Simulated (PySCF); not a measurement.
# H2S2, SMILES `SS`: electronic structure

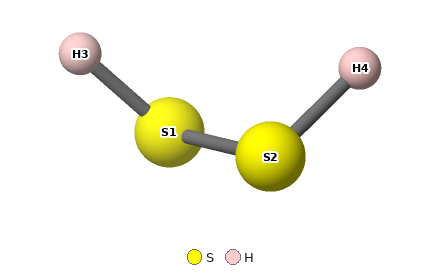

The molecule, with its atoms numbered as below. No frequency check shows the geometry to be a minimum.

Geometry (Å), atoms numbered from 1:

```
S1       1.0201   -0.0704   -0.0522
S2      -1.0201    0.0704   -0.0522
H3       1.2771    0.8998    0.8356
H4      -1.2771   -0.8998    0.8356
```

### 1. Bonding charge

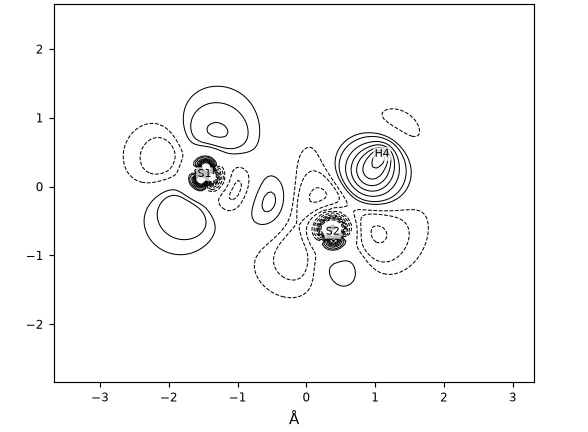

Deformation density (molecule less spherical, spin-averaged free atoms) in the plane of S1, S2 and H4; contours at ±0.05 to ±0.8 e/Å³; solid lines: gain, dashed lines: loss.

Computed with PySCF, PBE/def2-SVP, geometry: GFN2-xTB.

How much density has each bond in this plane gained at its critical point, relative to the free atoms?

Answer. S2–H4: +0.19 e/Å³ at the bond critical point (bond length 1.34 Å, Mayer order 0.9). S1–S2: +0.11 e/Å³ at the bond critical point (bond length 2.04 Å, Mayer order 1.1). In all, 0.9 electrons gather in the regions of gain relative to the promolecule. A small or negative value marks a very polar bond, one between electron-rich atoms, whose free-atom densities already overlap strongly, a long bond to a heavier atom, or a closed-shell contact such as a hydrogen bond.

Where do the Hirshfeld charges lie?

Answer. The highest Hirshfeld charge is on H3 and H4 (+0.04 e), the lowest on S1 and S2 (−0.04 e).

```json
{"atom": "S1", "charge (e)": "−0.04"}
{"atom": "S2", "charge (e)": "−0.04"}
{"atom": "H3", "charge (e)": "+0.04"}
{"atom": "H4", "charge (e)": "+0.04"}
```

### 2. Local ionisation energy

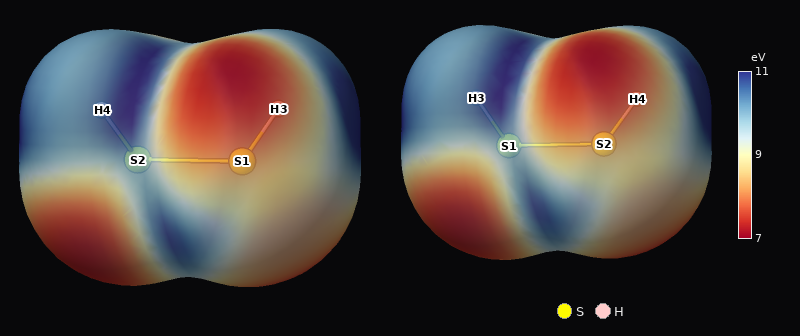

Average local ionisation energy on the surface of electron density 0.001 a.u. (back view left, front view right).

Where are the most loosely bound electrons on this surface?

Answer. The lowest value is 7.0 eV, 2.2 Å from S2, and at like points elsewhere. Further minima include 7.2 eV, 2.2 Å from S2, and at like points elsewhere; 10.1 eV, 1.3 Å from H3. For comparison, the highest occupied orbital lies at −6.0 eV.

### 3. Excited states

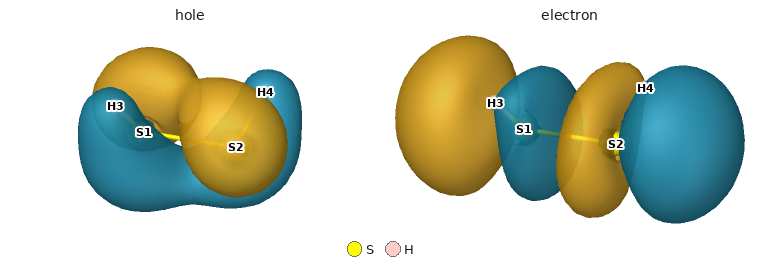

Leading natural transition orbital pair of S₂ (full linear response singlet states); the surfaces enclose about 85 % of each orbital's density.

PySCF calculation, PBE0/def2-SVPD, gas phase; geometry: GFN2-xTB.

Where does the state lie, and where do hole and electron sit?

Answer. 4.98 eV (249 nm), f = 0.012, partly diffuse acceptor orbital; the leading pair carries 99 %; hole on S1 and S2 (46 % each), electron on S1 and S2 (46 % each) (atom shares of so diffuse an orbital are rough); their centroids lie 0.1 Å apart. In canonical orbitals it is mainly HOMO−1 → LUMO (98 %). The HOMO–LUMO gap is 6.35 eV.

### 4. Localised orbitals

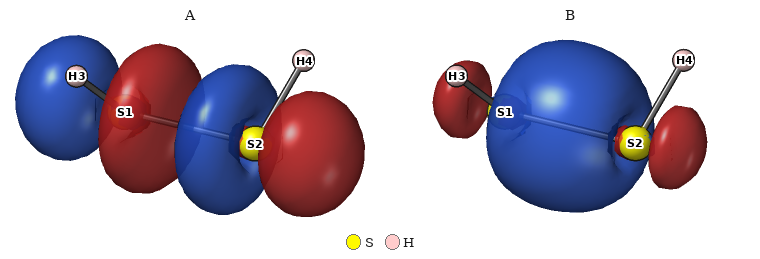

Intrinsic bond orbitals (IBO), occupied and valence-virtual; each surface holds about 80 % of the orbital's density. Energies are diagonal elements of the Fock matrix.

Computed with PySCF, HF/def2-SVPD, geometry: GFN2-xTB.

Identify each orbital.

Answer. By panel:
- A: σ* orbital S2–S1 (S2 50 %, S1 50 %; 4.8 eV)
- B: σ bond S1–S2 (S1 50 %, S2 50 %; −19.3 eV)

How do all the valence pairs divide up?

Answer. 7 pairs: 4 lone pairs and 3 σ bonds.

The PySCF runs shown took 3.3 s, 43 s and 0.86 s on 1 thread of Intel(R) Xeon(R) Platinum 8488C (Sapphire Rapids), on a shared host.
